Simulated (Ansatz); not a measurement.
# C₂H₆FSi (SMILES CC[SiH+]F) (charge +1): what the fields show

The calculation's input:

```
crystal:
  periodic: [false, false, false]
  atoms:
    - {symbol: C, position_ang: [-1.899715, -2.721851, -2.506002]}
    - {symbol: C, position_ang: [-1.247964, -2.572587, -1.128337]}
    - {symbol: F, position_ang: [0.646134, -0.965552, 0.417728]}
    - {symbol: Si, position_ang: [-0.072604, -1.196395, -0.968076]}
    - {symbol: H, position_ang: [-2.584427, -3.580741, -2.480698]}
    - {symbol: H, position_ang: [-1.161640, -2.914484, -3.297391]}
    - {symbol: H, position_ang: [-2.491990, -1.838800, -2.784542]}
    - {symbol: H, position_ang: [-0.685285, -3.476885, -0.814640]}
    - {symbol: H, position_ang: [-1.986647, -2.424355, -0.312824]}
    - {symbol: H, position_ang: [0.345945, -0.201899, -1.975672]}
basis:
  gaussian:
    orbitals: def2-TZVPD
total_charge: 1
hamiltonian:
  xc: pbe0
output: {forces: true, orbitals: {seedname: orbitals}}
```

Command:

```sh
ansatz run input.yaml --threads 1 --pin off --max-ram 2610MiB --events-out events.jsonl --progress --plain --runs-dir runs
```

Geometry: PBE0-D3(BJ)/def2-SVP.

Theory: Ansatz 0.2.0, isolated molecule in a Gaussian basis; Kohn-Sham density functional theory, functional PBE0.

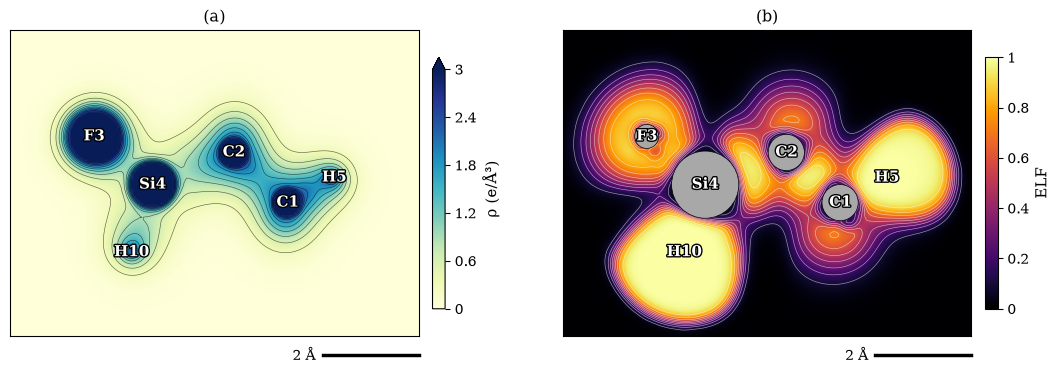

Figure 1. (a) total electron density; (b) electron localisation function on the plane of atoms C2, Si4 and F3. Grey discs cover the atomic cores in the ELF map.

Q: Describe what can be read from this map.

A: The section cuts through C, F, Si and H sites. C–C (1.53 Å): ρ is about 1.6 e/Å³ halfway; the ELF peaks at about 0.95 between the atoms, as expected for localised, covalent bonding. Si–F (1.58 Å): the density is about 1.2 e/Å³ at the midpoint; the ELF peaks at about 0.85 in the valence shell of F, 0.6 Å from its nucleus, and is about 0.45 at the midpoint. C–Si (1.82 Å): the density is about 1.1 e/Å³ at the midpoint; the ELF peaks at about 0.95 between the atoms (localised, covalent bonding). C–H (1.10 Å): ρ at the midpoint is about 2 e/Å³; the ELF climbs to about 1 towards the hydrogen, as it does in any bond to H (a covalent bond by its length). Si–H (1.48 Å): ρ is about 0.9 e/Å³ halfway; the ELF climbs to about 1 towards the hydrogen. The ELF also peaks beside F3, away from the bonds: lone-pair regions.

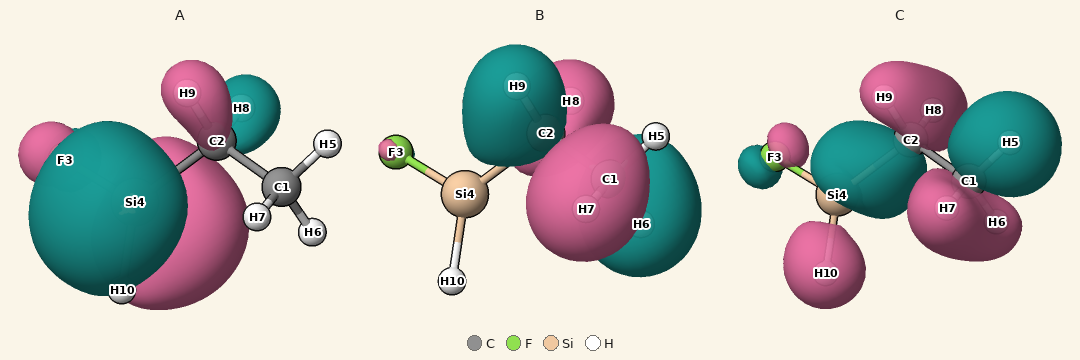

Figure 2. Three frontier orbitals at ±0.1 Å⁻³ᐟ² (teal and pink are the two phases), in no order.

Q: Order the three orbitals by energy and name them.

A: B is the HOMO−1 (−15.40 eV). Its weight (Hirshfeld) is mainly on C1 (about 35 %), H6 (about 15 %), H7 (about 15 %), C2 (about 15 %), H8 (about 5 %) and H9 (about 5 %). C is the HOMO (−14.92 eV). Its weight (Hirshfeld) is mainly on C1 (about 25 %), C2 (about 20 %), H5 (about 15 %) and Si4 (about 15 %). A is the LUMO (−8.50 eV). Its weight (Hirshfeld) is mainly on Si4 (about 75 %), F3 (about 5 %), C2 (about 5 %) and H10 (about 5 %).

Q: What is the HOMO–LUMO gap?

A: 6.42 eV between the orbital energies.

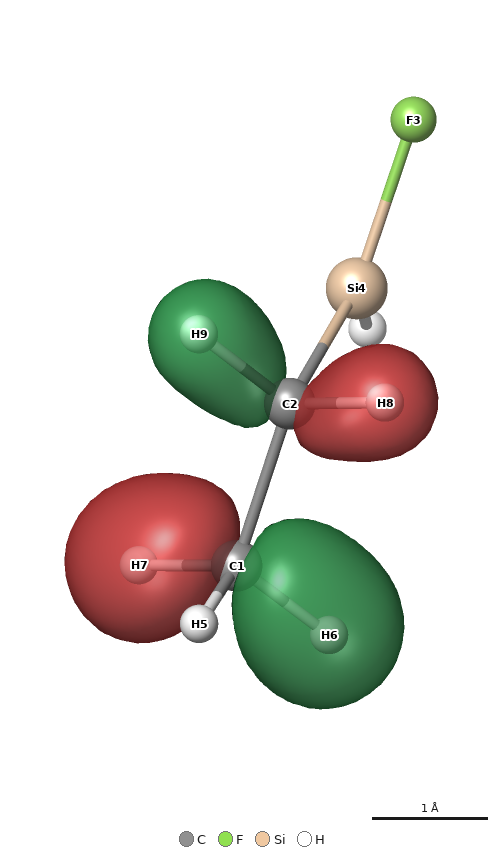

Figure 3. The HOMO−1 at ±0.2 Å⁻³ᐟ² (green and red are the two phases), seen at an oblique angle.

Q: Describe this orbital and give its energy.

A: It lies mainly on C1 (about 35 %), H6 (about 15 %), H7 (about 15 %), C2 (about 15 %), H8 (about 5 %) and H9 (about 5 %). Its energy is −15.40 eV.
